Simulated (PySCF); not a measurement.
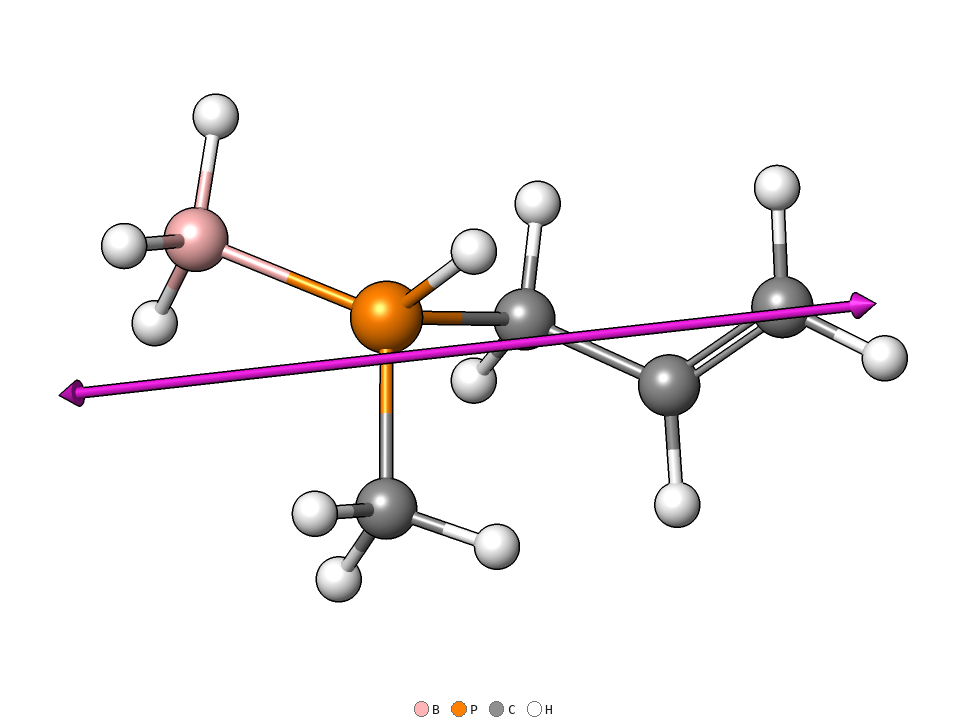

The double arrow shows the direction of the transition dipole to excited singlet state 3 (its length means nothing). Computed geometry: GFN2-xTB optimisation. No frequency run is at hand to confirm it as a minimum. Properties computed with TDDFT CAM-B3LYP/def2-SVPD, vertical, gas phase, core orbitals frozen in the response (PySCF 2.14.0).

Give its energy, strength and character.

7.70 eV (161 nm), oscillator strength 0.049, of mixed character, with the largest part HOMO−3 → LUMO (weight 0.41); transition dipole 1.29 D.

The geometry is semi-empirical. Around B, P such bond lengths and angles can be off by a tenth of an ångström or more and by several degrees, and values that hang on the shape move with them.
